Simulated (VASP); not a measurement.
Data:

```
LiF
1.0
    0.00000     1.98512     1.98512
    1.98512     0.00000     1.98512
    1.98512     1.98512     0.00000
Li F
1 1
Direct
  0.00000   0.00000   0.00000
  0.50000   0.50000   0.50000
```

Computed with MS2 meta-GGA, VASP's PBE PAW potentials (set 64) (plane waves; VASP). Settings: 520 eV cut-off, 13×13×13 Γ-centred mesh, tetrahedra with Blöchl corrections, potentials Li_sv F.

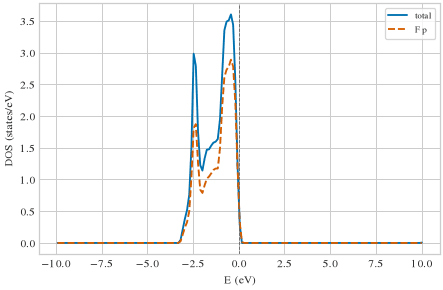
Figure: Total and projected density of states, zero at the valence-band maximum

Within 2 eV below the valence-band maximum the largest weight inside VASP's projection spheres is F p.

The gap is direct, 9.99 eV, from the valence maximum at Γ to the conduction minimum at Γ.

The compound is LiF in the rock salt structure. It was relaxed first.
